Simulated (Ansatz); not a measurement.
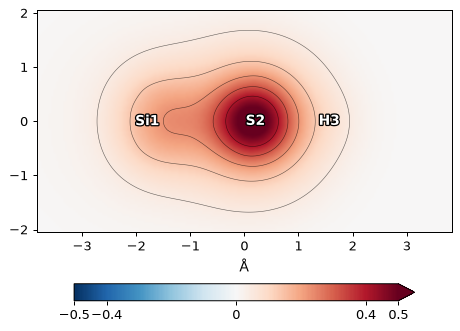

*HSSi (charge +1). The HOMO on a plane 0.8 Å above a plane that holds the molecular axis (values in Å⁻³ᐟ²; the overall sign is arbitrary).*

Method: UKS r2SCAN/def2-SVP in Ansatz 0.2.0.

Where does this orbital lie, and at what energy?

By Hirshfeld shares it lies mainly on S2 (about 75 %) and Si1 (about 20 %). It is one of a degenerate set, so its orientation is arbitrary. Its energy is −14.28 eV.
